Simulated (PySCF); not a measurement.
# N³⁺: dipole response in aug-cc-pVQZ plus 1 even-tempered diffuse shell per l

Aim: the static polarisability and the C₆ coefficient of N³⁺, method by method.

Program: PySCF 2.14.0. Level of theory: unrestricted determinants in a Gaussian basis, no spin-orbit coupling in the energies. These are calculated values, not measurements, unless marked.

### Step 1. What is computed

* Element: nitrogen (Z = 7)
* Basis: aug-cc-pVQZ with one added diffuse shell each of s, p, d, f, g type (7s6p5d4f3g, 105 functions)
* Hamiltonian: the non-relativistic Hamiltonian (point nucleus)
* State 1: N³⁺: [He] 2s2, closed-shell 1S
* Methods: UHF, PBE, PBE0, BLYP, PW91

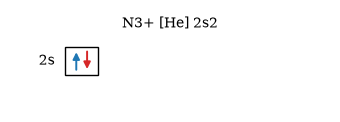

The shells outside the core, filled by Hund's rule for the drawing.

One driver process ran all states and methods and kept the integrals in memory. Each run is shown as a PySCF script that sums up its settings (the driver passes frozen orbitals as a list and adds second-order terms of double hybrids); the logs are those of the runs themselves. The driver starts from symmetry-adapted Hartree-Fock orbitals, holds the occupation by maximum overlap and uses a logarithmic radial grid for functionals, so a plain start would take other cycles.

The integrals over 105 functions and the set-up took 0.56 s of CPU time.

### Step 2. N³⁺: the ladder of methods

**UHF**

Input file input.py:

```python
from pyscf import gto, scf, dft, mp, cc
import basis_set_exchange as bse
mol = gto.M(atom="N 0 0 0", charge=3, spin=0, symmetry="D2h",
            basis=gto.basis.parse(bse.get_basis("aug-cc-pVQZ", elements=["N"], fmt="nwchem", augment_diffuse=1)))
mf = scf.UHF(mol)
mf.irrep_nelec = {'Ag': (2, 2)}
mf.kernel()
```

Standard output:

```text
damping factor = 0
level_shift factor = 0
DIIS = <class 'pyscf.scf.diis.CDIIS'>
diis_start_cycle = 1
diis_space = 10
diis_damp = 0
SCF conv_tol = 1e-09
SCF conv_tol_grad = None
number electrons alpha = 2  beta = 2
cycle= 1 E= -51.0818808527898  delta_E= -2.49e-12  |g|= 3.12e-07  |ddm|= 4.39e-06
converged SCF energy = -51.0818808527898  <S^2> = -8.437695e-15  2S+1 = 1
```

It used 4.3 s of CPU time after the integrals (shared host).

Orbital energies by shell (radii are means over both spins):

```csv
shell,electrons,mean orbital energy (eV),spread (eV),rms radius (bohr)
1s,2,-493.09,0,0.263
2s,2,-75.287,0,1.21
```

⟨S²⟩ = 0.000, ⟨L²⟩ = 0.00.

The driver then solved the coupled dipole response at imaginary frequencies: mean α = 2.238 bohr³, C₆ = 2.258 au for a like pair.

**PBE**

input.py, as changed from the run before:

```diff
@@ -4,3 +4,3 @@
             basis=gto.basis.parse(bse.get_basis("aug-cc-pVQZ", elements=["N"], fmt="nwchem", augment_diffuse=1)))
-mf = scf.UHF(mol)
+mf = dft.UKS(mol, xc="PBE")
 mf.irrep_nelec = {'Ag': (2, 2)}
```

Standard output:

```text
damping factor = 0
level_shift factor = 0
DIIS = <class 'pyscf.scf.diis.CDIIS'>
diis_start_cycle = 1
diis_space = 10
diis_damp = 0
SCF conv_tol = 1e-09
SCF conv_tol_grad = None
number electrons alpha = 2  beta = 2
XC functionals = PBE
    J. P. Perdew, K. Burke, and M. Ernzerhof.,  Phys. Rev. Lett. 77, 3865 (1996)
    J. P. Perdew, K. Burke, and M. Ernzerhof.,  Phys. Rev. Lett. 78, 1396 (1997)
    J. P. Perdew, K. Burke, and M. Ernzerhof.,  Phys. Rev. Lett. 77, 3865 (1996)
    J. P. Perdew, K. Burke, and M. Ernzerhof.,  Phys. Rev. Lett. 78, 1396 (1997)
cycle= 1 E= -51.1294660438484  delta_E= -0.00154  |g|= 0.00354  |ddm|= 0.246
cycle= 2 E= -51.1294668958523  delta_E= -8.52e-07  |g|= 0.000146  |ddm|= 0.00686
cycle= 3 E= -51.1294668986716  delta_E= -2.82e-09  |g|= 6.75e-06  |ddm|= 0.000268
cycle= 4 E= -51.1294668986768  delta_E= -5.25e-12  |g|= 2.61e-07  |ddm|= 6.11e-06
converged SCF energy = -51.1294668986768  <S^2> = -7.5495166e-15  2S+1 = 1
```

CPU time 1 s on a shared host, the integrals not counted.

The driver then solved the coupled dipole response at imaginary frequencies: mean α = 2.098 bohr³, C₆ = 2.072 au for a like pair.

**PBE0**

input.py, as changed from the run before:

```diff
@@ -4,3 +4,3 @@
             basis=gto.basis.parse(bse.get_basis("aug-cc-pVQZ", elements=["N"], fmt="nwchem", augment_diffuse=1)))
-mf = dft.UKS(mol, xc="PBE")
+mf = dft.UKS(mol, xc="PBE0")
 mf.irrep_nelec = {'Ag': (2, 2)}
```

Standard output:

```text
damping factor = 0
level_shift factor = 0
DIIS = <class 'pyscf.scf.diis.CDIIS'>
diis_start_cycle = 1
diis_space = 10
diis_damp = 0
SCF conv_tol = 1e-09
SCF conv_tol_grad = None
number electrons alpha = 2  beta = 2
XC functionals = PBE0
    C. Adamo and V. Barone.,  J. Chem. Phys. 110, 6158 (1999)
    M. Ernzerhof and G. E. Scuseria.,  J. Chem. Phys. 110, 5029 (1999)
cycle= 1 E= -51.1419674602594  delta_E= -0.00083  |g|= 0.00208  |ddm|= 0.165
cycle= 2 E= -51.1419676074013  delta_E= -1.47e-07  |g|= 4.76e-05  |ddm|= 0.00343
cycle= 3 E= -51.1419676075108  delta_E= -1.1e-10  |g|= 2.69e-06  |ddm|= 4.14e-05
converged SCF energy = -51.1419676075108  <S^2> = -8.437695e-15  2S+1 = 1
```

CPU time 4.3 s on a shared host, the integrals not counted.

The driver then solved the coupled dipole response at imaginary frequencies: mean α = 2.127 bohr³, C₆ = 2.113 au for a like pair.

**BLYP**

input.py, as changed from the run before:

```diff
@@ -4,3 +4,3 @@
             basis=gto.basis.parse(bse.get_basis("aug-cc-pVQZ", elements=["N"], fmt="nwchem", augment_diffuse=1)))
-mf = dft.UKS(mol, xc="PBE0")
+mf = dft.UKS(mol, xc="BLYP")
 mf.irrep_nelec = {'Ag': (2, 2)}
```

Standard output:

```text
damping factor = 0
level_shift factor = 0
DIIS = <class 'pyscf.scf.diis.CDIIS'>
diis_start_cycle = 1
diis_space = 10
diis_damp = 0
SCF conv_tol = 1e-09
SCF conv_tol_grad = None
number electrons alpha = 2  beta = 2
XC functionals = BLYP
    A. D. Becke.,  Phys. Rev. A 38, 3098 (1988)
    C. Lee, W. Yang, and R. G. Parr.,  Phys. Rev. B 37, 785 (1988)
    B. Miehlich, A. Savin, H. Stoll, and H. Preuss.,  Chem. Phys. Lett. 157, 200 (1989)
cycle= 1 E= -51.1917771267482  delta_E= -0.00181  |g|= 0.00231  |ddm|= 0.314
cycle= 2 E= -51.1917783260332  delta_E= -1.2e-06  |g|= 0.000225  |ddm|= 0.00693
cycle= 3 E= -51.191778339058  delta_E= -1.3e-08  |g|= 2.87e-05  |ddm|= 0.000362
cycle= 4 E= -51.191778339142  delta_E= -8.4e-11  |g|= 1.73e-07  |ddm|= 2.72e-05
converged SCF energy = -51.191778339142  <S^2> = -6.6613381e-15  2S+1 = 1
```

CPU time 1 s on a shared host, the integrals not counted.

The driver then solved the coupled dipole response at imaginary frequencies: mean α = 2.127 bohr³, C₆ = 2.097 au for a like pair.

**PW91**

input.py, as changed from the run before:

```diff
@@ -4,3 +4,3 @@
             basis=gto.basis.parse(bse.get_basis("aug-cc-pVQZ", elements=["N"], fmt="nwchem", augment_diffuse=1)))
-mf = dft.UKS(mol, xc="BLYP")
+mf = dft.UKS(mol, xc="PW91,PW91")
 mf.irrep_nelec = {'Ag': (2, 2)}
```

Standard output:

```text
damping factor = 0
level_shift factor = 0
DIIS = <class 'pyscf.scf.diis.CDIIS'>
diis_start_cycle = 1
diis_space = 10
diis_damp = 0
SCF conv_tol = 1e-09
SCF conv_tol_grad = None
number electrons alpha = 2  beta = 2
XC functionals = PW91,PW91
    J. P. Perdew. In P. Ziesche and H. Eschrig, editors, Proceedings of the 75. WE-Heraeus-Seminar and 21st Annual International Symposium on Electronic Structure of Solids, 11. Berlin, 1991. Akademie Verlag.
    J. P. Perdew, J. A. Chevary, S. H. Vosko, K. A. Jackson, M. R. Pederson, D. J. Singh, and C. Fiolhais.,  Phys. Rev. B 46, 6671 (1992)
    J. P. Perdew, J. A. Chevary, S. H. Vosko, K. A. Jackson, M. R. Pederson, D. J. Singh, and C. Fiolhais.,  Phys. Rev. B 48, 4978 (1993)
    J. P. Perdew. In P. Ziesche and H. Eschrig, editors, Proceedings of the 75. WE-Heraeus-Seminar and 21st Annual International Symposium on Electronic Structure of Solids, 11. Berlin, 1991. Akademie Verlag.
    J. P. Perdew, J. A. Chevary, S. H. Vosko, K. A. Jackson, M. R. Pederson, D. J. Singh, and C. Fiolhais.,  Phys. Rev. B 46, 6671 (1992)
    J. P. Perdew, J. A. Chevary, S. H. Vosko, K. A. Jackson, M. R. Pederson, D. J. Singh, and C. Fiolhais.,  Phys. Rev. B 48, 4978 (1993)
cycle= 1 E= -51.1608239187054  delta_E= -0.00155  |g|= 0.00266  |ddm|= 0.248
cycle= 2 E= -51.1608248727687  delta_E= -9.54e-07  |g|= 0.000134  |ddm|= 0.00605
cycle= 3 E= -51.1608248781281  delta_E= -5.36e-09  |g|= 1.65e-05  |ddm|= 0.000266
cycle= 4 E= -51.1608248781577  delta_E= -2.97e-11  |g|= 2.05e-07  |ddm|= 1.47e-05
converged SCF energy = -51.1608248781577  <S^2> = -7.1054274e-15  2S+1 = 1
```

CPU time 1 s on a shared host, the integrals not counted.

The driver then solved the coupled dipole response at imaginary frequencies: mean α = 2.109 bohr³, C₆ = 2.083 au for a like pair.

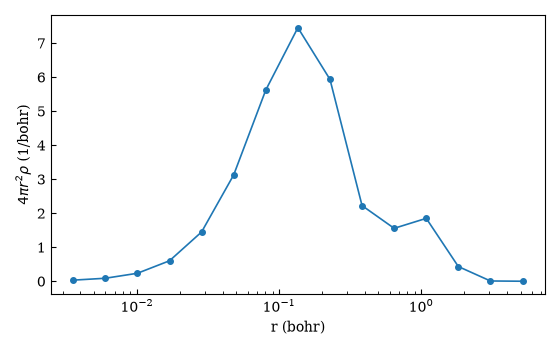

Radial density 4πr²ρ of N³⁺ at UHF, at 15 stored radii joined by straight lines.

### Step 3. Polarisabilities and C₆

N³⁺, in atomic units:

```csv
method,mean α,C₆ (like pair),S(−4)
UHF,2.238,2.258,7.111
PBE,2.098,2.072,6.158
PBE0,2.127,2.113,6.343
BLYP,2.127,2.097,6.467
PW91,2.109,2.083,6.260
```

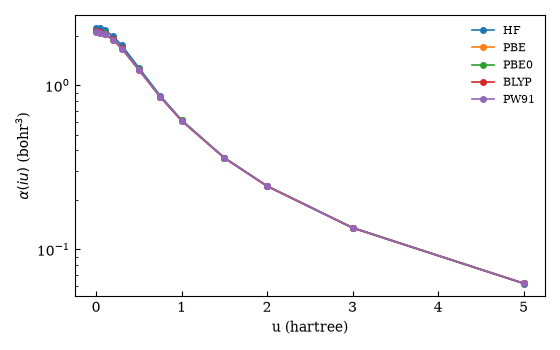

α(iu) of N³⁺, the polarisability at imaginary frequency, on a logarithmic scale.

### Step 4. What came out

| quantity | value |
| --- | --- |
| α of N³⁺ | 2.098 (PBE) to 2.238 (UHF) bohr³ |

In words: A single London oscillator with the computed α and C₆ of N³⁺ at UHF would have ω = 4 C₆ / (3 α²) = 0.601 hartree. The basis is finite, and no extrapolation was made.
